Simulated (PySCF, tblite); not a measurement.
**C₆H₁₄B₂Si: geometry, infrared bands and NMR shifts**

Wanted: the infrared bands and NMR shifts of C₆H₁₄B₂Si (`C=C/C(C)=C\B[SiH2]BC`), by calculation.

Programs: tblite 0.8.0 and PySCF 2.14.0, with density-fitted response routines of our own. Each step states its level of theory. These are calculated values for one molecule in the gas phase, unless marked as measured. Atoms are numbered from 0 throughout.

### 1 Starting geometry

23 atoms, charge 0, multiplicity 1; geometry from: force field or distance geometry start.

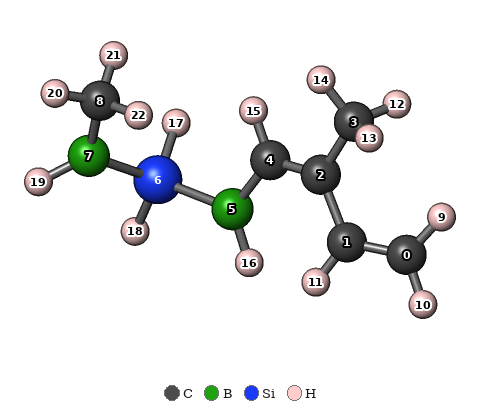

As it starts; carbon dark grey, boron green, silicon blue, hydrogen pink, atoms numbered.

### 2 Relaxing the molecule with GFN2-xTB

Job settings and geometry (Å):

```
{"job": {"kind": "relax", "xc": "GFN2-xTB", "basis": "xTB"}, "charge": 0, "multiplicity": 1}
C     -3.600600     1.186200    -0.850500
C     -2.290300     1.052800    -0.789400
C     -1.611000     0.095200     0.158400
C     -2.359300    -0.370300     1.373200
C     -0.378800    -0.375500    -0.061000
B      0.513800    -0.054800    -1.325800
Si     2.315100    -0.779300    -1.437700
B      3.433000     0.004500    -0.043800
C      3.049200    -0.175700     1.483300
H     -4.284900     0.597900    -0.235900
H     -4.041700     1.896800    -1.546800
H     -1.690800     1.660400    -1.435800
H     -3.045700    -1.207300     1.114700
H     -2.947200     0.451700     1.817800
H     -1.664800    -0.727000     2.172000
H      0.060400    -1.055300     0.660600
H      0.114100     0.563700    -2.241400
H      2.258400    -2.246300    -1.256900
H      2.888700    -0.463300    -2.743700
H      4.409800     0.591200    -0.343800
H      3.814000     0.316300     2.119400
H      2.984800    -1.249300     1.733200
H      2.068900     0.314200     1.690000
```

Started as:

```
$ OMP_NUM_THREADS=1 python probes_run.py task.json out
```

One launch serves the whole session: the jobs run in the order shown.

**Question.** This job is followed by: GFN2-xTB harmonic vibrations, gas phase; GIAO PBE0/pcSseg-1 NMR shielding, non-relativistic, gas phase. What will the session give for the following? strongest single infrared mode (GFN2-xTB); zero-point energy (GFN2-xTB); 13C shifts against TMS (PBE0/pcSseg-1); 1H shifts against TMS (PBE0/pcSseg-1, means over atoms taken as alike); 11B shifts against BF3·OEt2 (PBE0/pcSseg-1); 29Si shifts against TMS (PBE0/pcSseg-1).

As calculated:

| quantity | value |
| --- | --- |
| strongest single infrared mode (GFN2-xTB) | 2097 cm⁻¹, 467 km/mol |
| zero-point energy (GFN2-xTB) | 111.6 kcal/mol |
| 13C shifts against TMS (PBE0/pcSseg-1) | 157.8, 155.7, 145.4, 125.8, 25.3, 24.3 ppm |
| 1H shifts against TMS (PBE0/pcSseg-1, means over atoms taken as alike) | 10.39, 9.57, 7.62, 7.32, 5.73, 5.71, 4.02, 2.22, 1.73 ppm |
| 11B shifts against BF3·OEt2 (PBE0/pcSseg-1) | 114.8, 90.2 ppm |
| 29Si shifts against TMS (PBE0/pcSseg-1) | -78.1 ppm |

**Reading.** Over 176 steps the energy fell by 0.374 eV; of the close pairs, C1–C2 changed most, 1.509 to 1.450 Å. The lowest mode is imaginary (27i cm⁻¹), so the xTB geometry is not a minimum. The strongest single mode, at 2097 cm⁻¹, moves mainly H17. Unscaled tight-binding wavenumbers are off by several per cent, some by more. Its intensities can rank the bands wrongly. At PBE0/pcSseg-1: The largest span, 270 ppm, is at B7, where the paramagnetic term is -211 ppm.
